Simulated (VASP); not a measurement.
Band structure of NbC (rock salt). Level of theory: PBE GGA with D4 dispersion, VASP's PBE PAW potentials (set 64) (plane waves; VASP).

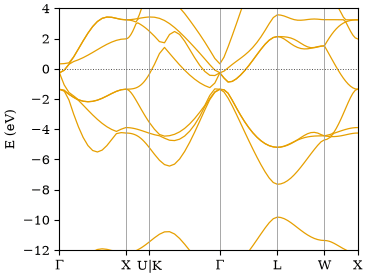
Fig. 1. Bands along high-symmetry lines, zero at the valence-band maximum or, without a gap, the Fermi level

**Question.** Read the plot: is there a gap, and where are the band edges?

**Answer.** It has no gap at this level: it comes out as a metal or semimetal. (Edges off the drawn lines would not show.)

The compound is NbC in the rock salt structure. It was relaxed first. The electron count is odd and the run is not spin-polarised, which forces a metal.
